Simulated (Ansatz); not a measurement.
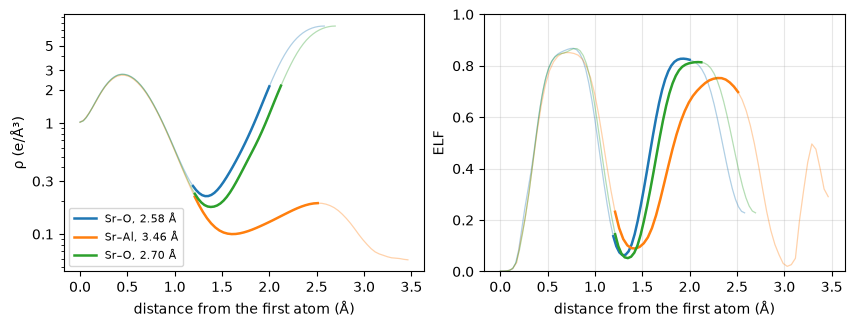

Sr$_{5}$AlO$_{2}$. Valence pseudo-density and ELF along straight lines between neighbouring atoms. Thin, pale parts lie inside the atomic spheres.

Space group Cmmm; a generated structure, not necessarily the stable one; computed without spin polarisation.

Theory: DFT r2SCAN, scalar-relativistic, plane waves, PAW in Ansatz 0.2.0.

The density is the valence pseudo-density of a PAW calculation; it isn't the true density close to the nuclei.

Q: What can be read from the curves?

A: Sr–O (2.58 Å): ρ at the midpoint is about 0.22 e/Å³; the ELF is about 0.05 at the midpoint; no shared electron pair shows on this line.
Sr–Al (3.46 Å): ρ is about 0.1 e/Å³ halfway; the ELF peaks at about 0.75 in the valence shell of Al, 1.2 Å from its nucleus, and drops to about 0.10 between the two atoms.
Sr–O (2.70 Å): ρ at the midpoint is about 0.18 e/Å³; the ELF is about 0.05 at the midpoint; no shared electron pair shows on this line.
